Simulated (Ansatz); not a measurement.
HgSe, pressure series

Base system: HgSe in the zinc blende structure (space group F-43m, No. 216; a = 6.260 Å).

Cell and atoms are relaxed at each pressure.

The values are results of plane-wave PAW DFT at the PBE level (Ansatz, an electronic-structure program, 420 eV), no spin-orbit coupling, earlier PAW set, not measurements.

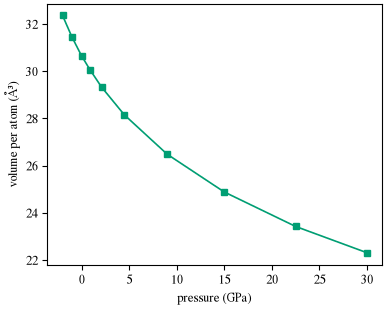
*Volume per atom against pressure*

Question: From the plot, what is the volume per atom for pressure 22.5 GPa?

Answer: About 23.4 Å³.

Question: Is the trend monotonic over the range shown?

Answer: Yes, it falls throughout, spanning 22.31 Å³ to 32.37 Å³.

Load acts through the strain it causes; cell and atoms are relaxed under it. No phonon test of stability was made. Tetrahedral semiconductors of this kind turn to denser phases somewhere between about 1 and 50 GPa; those were not computed, so compressed cells here can lie past the real transition. The final runs are not spin-polarised.
